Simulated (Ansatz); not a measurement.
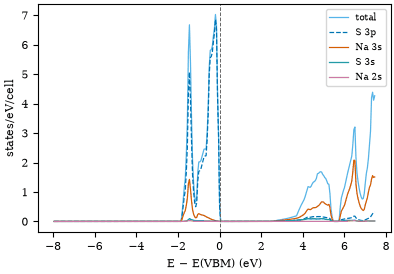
Figure. Total and projected density of states of Na2S (anti-fluorite, Fm-3m), DFT-LDA in the program Ansatz with PAW potentials

Problem. Which orbitals carry the states next to the gap?

Solution. Top 1 eV of the valence band: S 3p 95 %. Bottom 1 eV of the conduction band: Na 3s 59 %, S 3s 25 %, S 3p 14 %. Projections are on Löwdin-orthogonalised atomic valence shells; empty p or d shells of many metals are not among them.

Symmetry was held in the LDA relaxation.

Potentials: the later of the program's two PAW sets.
